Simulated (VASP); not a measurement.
Band structure of GeMoAs (space group C2/m). These are PBEsol GGA with spin-orbit coupling, VASP's PBE PAW potentials (set 64) (plane waves; VASP) values and carry that method's errors.

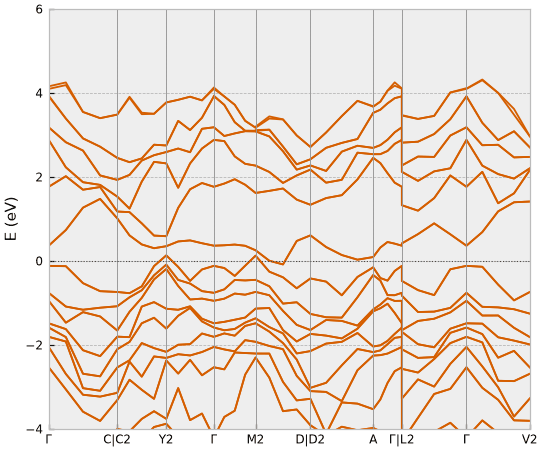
Figure. Bands along high-symmetry lines, zero at the valence-band maximum or, without a gap, the Fermi level

Task: Read the plot: is there a gap, and where are the band edges?

Result: It has no gap at this level: it comes out as a metal or semimetal.

The structure comes from a computed database's GeMoAs entry (C2/m); how it stands against other phases isn't given here. It was relaxed first.
